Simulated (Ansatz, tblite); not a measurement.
**The cluster Ru₄−: spin-state energies by level**

Is the doublet the ground state of the cluster Ru₄−? Other spin states are computed and compared level by level.

Program: Ansatz 0.2.0, Gaussian basis. Level of theory: as each input shows. These are calculated values, not measurements.

The runs, in order: quartet, relaxed (GFN1-xTB, GFN2-xTB, PBE0-D4/def2-TZVPD, PBE-D4/def2-TZVPD, r2SCAN-D4/def2-TZVPD, LDA/def2-TZVPD, B2PLYP/def2-TZVPD, ωB97X-V/def2-TZVPD, HSE06-D4/def2-TZVPD, LC-ωPBE/def2-TZVPD, MP2/def2-TZVPD, RPA/def2-TZVPD); sextet, relaxed (GFN1-xTB, GFN2-xTB, PBE0-D4/def2-TZVPD, PBE-D4/def2-TZVPD, r2SCAN-D4/def2-TZVPD, LDA/def2-TZVPD, B2PLYP/def2-TZVPD); the doublet's energies come from earlier runs.

3 further runs of the same task are left out: 1 that didn't finish, 2 set aside as unsound or not needed. Runs told in other sessions of the task aren't counted.

## 1. The geometry

The doublet was relaxed beforehand with PBE0-D4/def2-SVPD. At that level it is the lowest of the isomers that a small search found.

4 atoms, charge -1, spin multiplicity 2.

Atoms are counted from 1 here; the program's logs count them from 0.

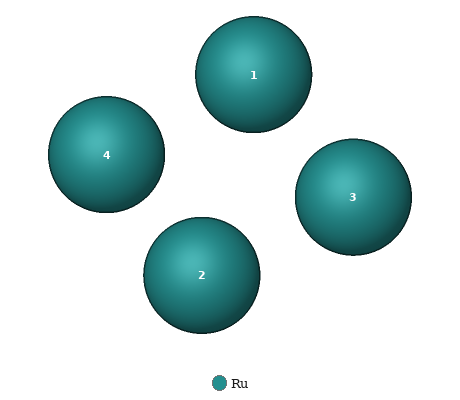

The geometry (ruthenium teal); atoms are numbered from 1 in the order of the file.

Ru takes a core potential in the def2 sets. No spin-orbit coupling is included. The ion is computed in the gas phase, without counter-ions or solvent.

## 2. Relaxing the quartet

Input file in.yaml:

```yaml
crystal:
  periodic: [false, false, false]
  atoms:
    - {symbol: Ru, position_ang: [0.039071, -0.149573, 1.444698]}
    - {symbol: Ru, position_ang: [-0.974696, 0.240986, -1.129042]}
    - {symbol: Ru, position_ang: [0.784393, 1.585246, 0.114902]}
    - {symbol: Ru, position_ang: [0.151232, -1.676659, -0.430558]}
basis:
  gaussian: {orbitals: def2-SVPD}
total_charge: -1
magnetization: {spin_polarized: true, initial_magnetization: 3}
hamiltonian: {xc: pbe0, dispersion: d4}
scf: {lower_state_search: "off"}
output: {orbitals: {seedname: orbitals}}
relax: {f_tol: 0.02, max_steps: 100}
```

Launch:

```bash
$ ansatz run in.yaml --threads 4 --pin off --events-out ev --progress --plain --max-ram 3916MiB
```

The log of the run (excerpt; [...] marks lines left out):

```text
Functional definition: PBE0
  name "PBE0"
  cite "Adamo & Barone, J. Chem. Phys. 110, 6158 (1999) doi:10.1063/1.478522"
  cite "Perdew, Burke & Ernzerhof, Phys. Rev. Lett. 77, 3865 (1996) doi:10.1103/PhysRevLett.77.3865"
  parent pbe
[...]
1493 factors; integrals over basis functions are off by at most 1.1e-4 eV
[...]
mean field -10323.25982667 eV, -379.3728012733 hartree, gradient 2.2e-6 eV, S^2 7.557059; 0 other end points of the search recorded, 0 dependent functions left out
[...]
reference -10323.25985129 eV, -379.3728021780 hartree; 34, 31 occupied and 102, 105 virtual orbitals, 1493 factors
[...]
relax step  13: F+E_penalty+E_count = -10323.96016100 eV  Δ(F+E_penalty+E_count) = -3.271e-6 eV  max|allowed force component| = 1.664e-3 eV/Å  Δτ_max = 0.0005 Å  (46 SCF iters, accepted)
Total energy: -10323.96018601 eV, -379.3985390043 hartree
Atom 0 at     0.565492    -0.241880     1.499145 Å, force    -0.000685     0.001118    -0.001664 eV/Å
Atom 1 at    -0.638391     0.264140    -1.516948 Å, force     0.000127    -0.000128     0.000723 eV/Å
Atom 2 at     0.320366     1.589762     0.253217 Å, force     0.000357    -0.000906     0.000807 eV/Å
Atom 3 at    -0.247467    -1.612021    -0.235414 Å, force     0.000200    -0.000084     0.000133 eV/Å
Dipole moment:     0.126518     0.178354     0.178094 e Å
Checks for a lower state left out: stability, starts, cluster_reference, orbital_swaps, neighbouring_geometries, increment
```

Run time: 1.9 min. Hardware: 4 threads of Arm Neoverse V2, shared host; peak memory 0.57 GiB.

Relaxation path: (the energy doesn't fall at every step)

| step | energy from step 1 (eV) | largest force component (eV/Å) |
| --- | --- | --- |
| 1 | 0.0000 | 0.9594 |
| 2 | -0.1276 | 0.2564 |
| 3 | -0.1656 | 0.0884 |
| 4 | -0.2489 | 0.5510 |
| 5 | -0.3557 | 1.0578 |
| 6 | -0.3532 | 0.9014 |
| 7 | -0.4393 | 0.2662 |
| 8 | -0.4456 | 0.2940 |
| 9 | -0.4612 | 0.1687 |
| 10 | -0.4618 | 0.1117 |
| 11 | -0.4629 | 0.0146 |
| 12 | -0.4629 | 0.0067 |
| 13 | -0.4629 | 0.0017 |

The force was under the threshold of 0.02 eV/Å already at step 11, but the program went on to step 13.

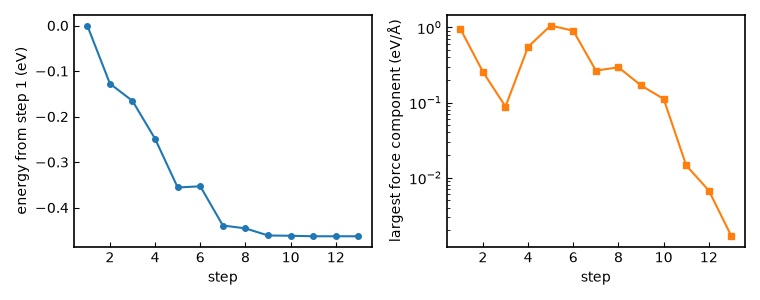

Energy and largest force along the relaxation.

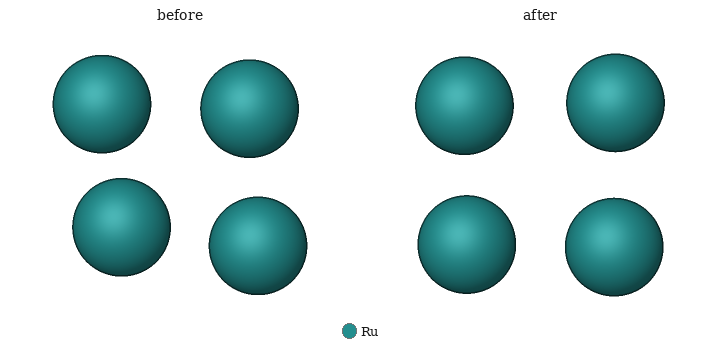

The geometry before (left) and after (right).

Distances of close pairs at the start and the end, largest changes first:

| bond | before (Å) | after (Å) | change (Å) |
| --- | --- | --- | --- |
| Ru1–Ru2 | 2.794 | 3.287 | +0.493 |
| Ru2–Ru3 | 2.539 | 2.410 | -0.129 |
| Ru1–Ru3 | 2.309 | 2.229 | -0.081 |
| Ru3–Ru4 | 3.367 | 3.288 | -0.079 |
| Ru1–Ru4 | 2.421 | 2.355 | -0.066 |
| Ru2–Ru4 | 2.331 | 2.305 | -0.025 |

## 3. Quartet, first pass, PBE0-D4/def2-SVP

start.molden holds the orbitals of an earlier run on this state, given as this run's starting guess.

Input file in.yaml:

```yaml
crystal:
  periodic: [false, false, false]
  atoms:
    - {symbol: Ru, position_ang: [0.565492, -0.241880, 1.499145]}
    - {symbol: Ru, position_ang: [-0.638391, 0.264140, -1.516948]}
    - {symbol: Ru, position_ang: [0.320366, 1.589762, 0.253217]}
    - {symbol: Ru, position_ang: [-0.247467, -1.612021, -0.235414]}
basis:
  gaussian: {orbitals: def2-SVP, initial_orbitals: start.molden}
total_charge: -1
magnetization: {spin_polarized: true, initial_magnetization: 3}
hamiltonian: {xc: pbe0, dispersion: d4}
output: {orbitals: {seedname: orbitals}}
```

Launched as before.

The log of the run (excerpt; [...] marks lines left out):

```text
Functional definition: PBE0
  name "PBE0"
  cite "Adamo & Barone, J. Chem. Phys. 110, 6158 (1999) doi:10.1063/1.478522"
  cite "Perdew, Burke & Ernzerhof, Phys. Rev. Lett. 77, 3865 (1996) doi:10.1103/PhysRevLett.77.3865"
  parent pbe
[...]
1328 factors; integrals over basis functions are off by at most 2.4e-4 eV
[...]
mean field -10323.70187147 eV, -379.3890461200 hartree, gradient 5.9e-6 eV, S^2 7.153719; 15 other end points of the search recorded, 0 dependent functions left out
reference -10323.70189691 eV, -379.3890470551 hartree; 34, 31 occupied and 90, 93 virtual orbitals, 1328 factors
Total energy: -10323.93827568 eV, -379.3977338145 hartree
```

It took 3 min on 4 threads of Arm Neoverse V2, shared host; peak memory 0.68 GiB.

From the report: HOMO -0.20 eV, LUMO 1.35 eV (over both spins); ⟨S²⟩ 7.154 (pure: 3.75); the next solution that the search met lies 0.026 eV higher. Doubts: spin contamination.

## 4. Quartet, GFN1-xTB

Tight binding, by tblite at 300 K electronic temperature and without a spin-polarisation term:

```python
tblite.interface.Calculator('GFN1-xTB', numbers, positions, charge=-1, uhf=3).singlepoint()
```

Energy -377.0126 eV; 0.005 s.

## 5. Quartet, GFN2-xTB

Tight binding, by tblite at 300 K electronic temperature and without a spin-polarisation term:

```python
tblite.interface.Calculator('GFN2-xTB', numbers, positions, charge=-1, uhf=3).singlepoint()
```

Energy -337.6121 eV; 0.016 s.

## 6. Quartet, PBE0-D4/def2-TZVPD

Changes to in.yaml since step 3:

```diff
@@ -8,3 +8,3 @@
 basis:
-  gaussian: {orbitals: def2-SVP, initial_orbitals: start.molden}
+  gaussian: {orbitals: def2-TZVPD, initial_orbitals: start.molden}
 total_charge: -1
@@ -12,2 +12,3 @@
 hamiltonian: {xc: pbe0, dispersion: d4}
+scf: {omitted_lower_state_checks: [starts]}
 output: {orbitals: {seedname: orbitals}}
```

Launched as before.

The log of the run (excerpt; [...] marks lines left out):

```text
Functional definition: PBE0
  name "PBE0"
  cite "Adamo & Barone, J. Chem. Phys. 110, 6158 (1999) doi:10.1063/1.478522"
  cite "Perdew, Burke & Ernzerhof, Phys. Rev. Lett. 77, 3865 (1996) doi:10.1103/PhysRevLett.77.3865"
  parent pbe
[...]
1512 factors; their error is unknown
[...]
mean field -10326.41930358 eV, -379.4889099082 hartree, gradient 9.2e-6 eV, S^2 7.168072; 0 other end points of the search recorded, 0 dependent functions left out
reference -10326.41933024 eV, -379.4889108880 hartree; 34, 31 occupied and 126, 129 virtual orbitals, 1512 factors
Total energy: -10326.65570901 eV, -379.4975976474 hartree
Checks for a lower state left out: starts
```

It took 25 s on 4 threads of Arm Neoverse V2, shared host; peak memory 0.94 GiB.

Report: HOMO -0.21 eV, LUMO 1.33 eV (over both spins); ⟨S²⟩ 7.168 (pure: 3.75). Doubts: spin contamination.

## 7. Quartet, PBE-D4/def2-TZVPD

Changes to in.yaml since step 6:

```diff
@@ -11,3 +11,3 @@
 magnetization: {spin_polarized: true, initial_magnetization: 3}
-hamiltonian: {xc: pbe0, dispersion: d4}
+hamiltonian: {xc: pbe, dispersion: d4}
 scf: {omitted_lower_state_checks: [starts]}
```

Launched as before.

The log of the run (excerpt; [...] marks lines left out):

```text
Functional definition: PBE
  name "PBE"
  cite "Perdew, Burke & Ernzerhof, Phys. Rev. Lett. 77, 3865 (1996) doi:10.1103/PhysRevLett.77.3865"
  parent pbe
[...]
1416 factors; their error is unknown
[...]
mean field -10333.80718349 eV, -379.7604094871 hartree, gradient 2.4e-6 eV, S^2 5.500544; 0 other end points of the search recorded, 0 dependent functions left out
reference -10333.80721899 eV, -379.7604107919 hartree; 34, 31 occupied and 126, 129 virtual orbitals, 1416 factors
Total energy: -10334.08535206 eV, -379.7706319937 hartree
Checks for a lower state left out: starts
```

Wall time 20 s (4 threads of Arm Neoverse V2, shared host).

HOMO 0.28 eV, LUMO 0.27 eV (over both spins; with the spin held, an empty level of the minority spin lies below the top filled one); ⟨S²⟩ 5.501 (pure: 3.75). Doubts: spin contamination, highest occupied level lies above zero.

## 8. Quartet, r2SCAN-D4/def2-TZVPD

Changes to in.yaml since step 7:

```diff
@@ -11,3 +11,3 @@
 magnetization: {spin_polarized: true, initial_magnetization: 3}
-hamiltonian: {xc: pbe, dispersion: d4}
+hamiltonian: {xc: r2scan, dispersion: d4}
 scf: {omitted_lower_state_checks: [starts]}
```

The command is unchanged.

The log of the run (excerpt; [...] marks lines left out):

```text
Functional definition: r2SCAN
  name "r2SCAN"
  cite "Furness, Kaplan, Ning, Perdew & Sun, J. Phys. Chem. Lett. 11, 8208 (2020) doi:10.1021/acs.jpclett.0c02405"
  cite "Furness, Kaplan, Ning, Perdew & Sun, J. Phys. Chem. Lett. 11, 9248 (2020) doi:10.1021/acs.jpclett.0c03077"
  parent r2scan
[...]
1416 factors; their error is unknown
[...]
mean field -10334.11843758 eV, -379.7718478640 hartree, gradient 8.4e-6 eV, S^2 6.676368; 0 other end points of the search recorded, 0 dependent functions left out
reference -10334.11846739 eV, -379.7718489593 hartree; 34, 31 occupied and 126, 129 virtual orbitals, 1416 factors
Total energy: -10334.16509421 eV, -379.7735624635 hartree
Checks for a lower state left out: starts
```

Run time: 44 s. Hardware: 4 threads of Arm Neoverse V2, shared host; peak memory 0.61 GiB.

From the report: HOMO 0.04 eV, LUMO 0.61 eV (over both spins); ⟨S²⟩ 6.676 (pure: 3.75). Doubts: spin contamination, highest occupied level lies above zero.

## 9. Quartet, LDA/def2-TZVPD

Changes to in.yaml since step 8:

```diff
@@ -11,3 +11,3 @@
 magnetization: {spin_polarized: true, initial_magnetization: 3}
-hamiltonian: {xc: r2scan, dispersion: d4}
+hamiltonian: {xc: lda}
 scf: {omitted_lower_state_checks: [starts]}
```

Same command.

The log of the run (excerpt; [...] marks lines left out):

```text
Functional definition: SPW92
  name "SPW92"
  cite "Dirac, Proc. Camb. Phil. Soc. 26, 376 (1930) doi:10.1017/S0305004100016108"
  cite "Slater, Phys. Rev. 81, 385 (1951) doi:10.1103/PhysRev.81.385"
  cite "Perdew & Wang, Phys. Rev. B 45, 13244 (1992) doi:10.1103/PhysRevB.45.13244"
[...]
1416 factors; their error is unknown
[...]
mean field -10313.97097694 eV, -379.0314423418 hartree, gradient 1.9e-6 eV, S^2 5.006711; 0 other end points of the search recorded, 0 dependent functions left out
reference -10313.97100746 eV, -379.0314434634 hartree; 34, 31 occupied and 126, 129 virtual orbitals, 1416 factors
Total energy: -10313.97100746 eV, -379.0314434634 hartree
Checks for a lower state left out: starts
```

Run time: 11 s. Hardware: 4 threads of Arm Neoverse V2, shared host.

From the report: HOMO 0.10 eV, LUMO 0.02 eV (over both spins; with the spin held, an empty level of the minority spin lies below the top filled one); ⟨S²⟩ 5.007 (pure: 3.75). Doubts: spin contamination, highest occupied level lies above zero.

## 10. Quartet, B2PLYP/def2-TZVPD

Changes to in.yaml since step 9:

```diff
@@ -11,4 +11,3 @@
 magnetization: {spin_polarized: true, initial_magnetization: 3}
-hamiltonian: {xc: lda}
+hamiltonian: {xc: {name: B2PLYP}}
 scf: {omitted_lower_state_checks: [starts]}
-output: {orbitals: {seedname: orbitals}}
```

Same command.

The log of the run (excerpt; [...] marks lines left out):

```text
Functional definition: B2PLYP
  name "B2PLYP"
  cite "Grimme, J. Chem. Phys. 124, 034108 (2006) doi:10.1063/1.2148954"
  cite "Becke, Phys. Rev. A 38, 3098 (1988) doi:10.1103/PhysRevA.38.3098"
  cite "Lee, Yang & Parr, Phys. Rev. B 37, 785 (1988) doi:10.1103/PhysRevB.37.785"
[...]
1492 factors; integrals over basis functions are off by at most 2.0e-4 eV
[...]
mean field -10295.18320573 eV, -378.3410044847 hartree, gradient 3.9e-6 eV, S^2 7.848896; 0 other end points of the search recorded, 0 dependent functions left out
reference -10295.18332380 eV, -378.3410088236 hartree; 34, 31 occupied and 126, 129 virtual orbitals, 1492 factors
second order -70.38769246 eV of doubles, -0.00000000 eV of singles
Total energy: -10314.18800076 eV, -379.0394178202 hartree
Checks for a lower state left out: starts
```

Run time: 57 s. Hardware: 4 threads of Arm Neoverse V2, shared host; peak memory 0.81 GiB.

From the report: ⟨S²⟩ 7.849 (pure: 3.75). Doubts: spin contamination.

## 11. Quartet, ωB97X-V/def2-TZVPD

Changes to in.yaml since step 10:

```diff
@@ -11,3 +11,4 @@
 magnetization: {spin_polarized: true, initial_magnetization: 3}
-hamiltonian: {xc: {name: B2PLYP}}
+hamiltonian: {xc: {name: wB97X-V}}
 scf: {omitted_lower_state_checks: [starts]}
+output: {orbitals: {seedname: orbitals}}
```

Launched as before.

The log of the run (excerpt; [...] marks lines left out):

```text
Functional definition: wB97X-V
  name "wB97X-V"
  cite "Mardirossian & Head-Gordon, Phys. Chem. Chem. Phys. 16, 9904 (2014) doi:10.1039/C3CP54374A"
  cite "Becke, J. Chem. Phys. 107, 8554 (1997) doi:10.1063/1.475007"
  cite "Vydrov & Van Voorhis, J. Chem. Phys. 133, 244103 (2010) doi:10.1063/1.3521275"
[...]
      + integral(e_c_pw_opposite_spin*poly(b97_u_opposite, cos0, cos1)) + vv10(b, c)
[...]
1460 factors; their error is unknown
320 factors; integrals over basis functions are off by at most 1.6e-5 eV
[...]
mean field -10320.46680211 eV, -379.2701595138 hartree, gradient 8.0e-6 eV, S^2 7.394508; 0 other end points of the search recorded, 0 dependent functions left out
reference -10320.46680286 eV, -379.2701595416 hartree; 34, 31 occupied and 126, 129 virtual orbitals, 1460 factors
Total energy: -10320.46680286 eV, -379.2701595416 hartree
Checks for a lower state left out: starts
```

It took 1.7 min on 4 threads of Arm Neoverse V2, shared host; peak memory 1.3 GiB.

Report: HOMO -1.53 eV, LUMO 2.97 eV (over both spins); ⟨S²⟩ 7.395 (pure: 3.75). Doubts: spin contamination.

## 12. Quartet, HSE06-D4/def2-TZVPD

Changes to in.yaml since step 11:

```diff
@@ -11,3 +11,3 @@
 magnetization: {spin_polarized: true, initial_magnetization: 3}
-hamiltonian: {xc: {name: wB97X-V}}
+hamiltonian: {xc: hse06, dispersion: d4}
 scf: {omitted_lower_state_checks: [starts]}
```

Same command.

The log of the run (excerpt; [...] marks lines left out):

```text
Functional definition: HSE06
  name "HSE06"
  cite "Heyd, Scuseria & Ernzerhof, J. Chem. Phys. 118, 8207 (2003) doi:10.1063/1.1564060"
  cite "Krukau, Vydrov, Izmaylov & Scuseria, J. Chem. Phys. 125, 224106 (2006) doi:10.1063/1.2404663"
  cite "Heyd & Scuseria, J. Chem. Phys. 120, 7274 (2004) doi:10.1063/1.1668634"
  cite "Ernzerhof & Perdew, J. Chem. Phys. 109, 3313 (1998) doi:10.1063/1.476928"
[...]
1512 factors; their error is unknown
89 factors; integrals over basis functions are off by at most 1.3e-5 eV
[...]
mean field -10326.45517097 eV, -379.4902280105 hartree, gradient 5.2e-6 eV, S^2 7.147529; 0 other end points of the search recorded, 0 dependent functions left out
reference -10326.45520639 eV, -379.4902293121 hartree; 34, 31 occupied and 126, 129 virtual orbitals, 1512 factors
Total energy: -10326.68754903 eV, -379.4987677465 hartree
Checks for a lower state left out: starts
```

Run time: 23 s. Hardware: 4 threads of Arm Neoverse V2, shared host; peak memory 0.97 GiB.

HOMO 0.12 eV, LUMO 0.98 eV (over both spins); ⟨S²⟩ 7.148 (pure: 3.75). Doubts: spin contamination, highest occupied level lies above zero.

## 13. Quartet, LC-ωPBE/def2-TZVPD

Changes to in.yaml since step 12:

```diff
@@ -11,3 +11,3 @@
 magnetization: {spin_polarized: true, initial_magnetization: 3}
-hamiltonian: {xc: hse06, dispersion: d4}
+hamiltonian: {xc: {name: LC-wPBE}}
 scf: {omitted_lower_state_checks: [starts]}
```

The command is unchanged.

The log of the run (excerpt; [...] marks lines left out):

```text
Functional definition: LC-wPBE
  name "LC-wPBE"
  cite "Vydrov & Scuseria, J. Chem. Phys. 125, 234109 (2006) doi:10.1063/1.2409292"
  cite "Heyd & Scuseria, J. Chem. Phys. 120, 7274 (2004) doi:10.1063/1.1668634"
  cite "Ernzerhof & Perdew, J. Chem. Phys. 109, 3313 (1998) doi:10.1063/1.476928"
  cite "Perdew, Burke & Ernzerhof, Phys. Rev. Lett. 77, 3865 (1996) doi:10.1103/PhysRevLett.77.3865"
  parent pbe
[...]
1416 factors; their error is unknown
384 factors; integrals over basis functions are off by at most 3.1e-5 eV
[...]
mean field -10326.03057444 eV, -379.4746243759 hartree, gradient 4.5e-6 eV, S^2 7.679077; 0 other end points of the search recorded, 0 dependent functions left out
reference -10326.03057445 eV, -379.4746243761 hartree; 34, 31 occupied and 126, 129 virtual orbitals, 1416 factors
Total energy: -10326.03057445 eV, -379.4746243761 hartree
Checks for a lower state left out: starts
```

It took 27 s on 4 threads of Arm Neoverse V2, shared host; peak memory 0.67 GiB.

HOMO -1.81 eV, LUMO 3.15 eV (over both spins); ⟨S²⟩ 7.679 (pure: 3.75). Doubts: spin contamination.

## 14. Quartet, MP2/def2-TZVPD

Changes to in.yaml since step 13:

```diff
@@ -11,3 +11,3 @@
 magnetization: {spin_polarized: true, initial_magnetization: 3}
-hamiltonian: {xc: {name: LC-wPBE}}
+correlation: {method: mp2}
 scf: {omitted_lower_state_checks: [starts]}
```

The command is unchanged.

The log of the run (excerpt; [...] marks lines left out):

```text
Functional definition: HF
  name "HF"
  cite "Fock, Z. Phys. 61, 126 (1930) doi:10.1007/BF01340294"
  parent pbe
[...]
1492 factors; integrals over basis functions are off by at most 2.0e-4 eV
[...]
mean field -10240.91645597 eV, -376.3467382144 hartree, gradient 3.4e-6 eV, S^2 8.728072; 0 other end points of the search recorded, 0 dependent functions left out
reference -10240.91645597 eV, -376.3467382144 hartree; 34, 31 occupied and 126, 129 virtual orbitals, 1492 factors
second order -48.48112089 eV of doubles, -0.00000000 eV of singles
Total energy: -10289.39757686 eV, -378.1283865453 hartree
Checks for a lower state left out: starts
```

Wall time 18 s (4 threads of Arm Neoverse V2, shared host); peak memory 0.65 GiB.

From the report: Hartree-Fock HOMO -1.10 eV, LUMO 3.86 eV (over both spins); ⟨S²⟩ 8.728 (pure: 3.75). Doubts: spin contamination.

## 15. Quartet, RPA/def2-TZVPD

Changes to in.yaml since step 14:

```diff
@@ -11,4 +11,4 @@
 magnetization: {spin_polarized: true, initial_magnetization: 3}
-correlation: {method: mp2}
+hamiltonian: {xc: pbe}
+correlation: {method: rpa}
 scf: {omitted_lower_state_checks: [starts]}
-output: {orbitals: {seedname: orbitals}}
```

The command is unchanged.

The log of the run (excerpt; [...] marks lines left out):

```text
Functional definition: PBE
  name "PBE"
  cite "Perdew, Burke & Ernzerhof, Phys. Rev. Lett. 77, 3865 (1996) doi:10.1103/PhysRevLett.77.3865"
  parent pbe
[...]
1492 factors; integrals over basis functions are off by at most 2.0e-4 eV
[...]
mean field -10333.80718721 eV, -379.7604096238 hartree, gradient 2.8e-6 eV, S^2 5.500540; 0 other end points of the search recorded, 0 dependent functions left out
reference -10227.16684195 eV, -375.8414492188 hartree; 34, 31 occupied and 126, 129 virtual orbitals, 1492 factors
Total energy: -10308.69288430 eV, -378.8374760148 hartree
Checks for a lower state left out: starts
```

Run time: 20 s. Hardware: 4 threads of Arm Neoverse V2, shared host; peak memory 0.64 GiB.

From the report: ⟨S²⟩ 5.501 (pure: 3.75). Doubts: spin contamination.

## 16. Quartet less doublet

The doublet's energies are those of its earlier runs, whose logs aren't repeated here.

| level | quartet less doublet (kcal/mol) | time |
| --- | --- | --- |
| GFN1-xTB | +20.3 | 0.01 s |
| GFN2-xTB | +8.1 | 0.033 s |
| HF/def2-TZVPD† | +37.7 |  |
| LDA/def2-TZVPD† | -24.3 | 19 s |
| PBE-D4/def2-TZVPD† | -18.7 | 38 s |
| r2SCAN-D4/def2-TZVPD† | -15.2 | 88 s |
| PBE0-D4/def2-TZVPD† | -9.2 | 47 s |
| HSE06-D4/def2-TZVPD† | -9.7 | 46 s |
| LC-ωPBE/def2-TZVPD† | -1.3 | 53 s |
| ωB97X-V/def2-TZVPD† | -6.2 | 3.4 min |
| B2PLYP/def2-TZVPD† | -30.2 | 1.9 min |
| RPA/def2-TZVPD† | -15.0 | 37 s |
| MP2/def2-TZVPD† | -18.8 | 38 s |

Times add the two runs; a level without a time comes out of a correlated run. † marks a level with a doubtful state (flagged, unstable, out of aufbau order, or strongly spin-contaminated); such levels are left out of the summary. Tight binding without a spin term can't rank spin states.

(Part 1 of 2 ends here.)
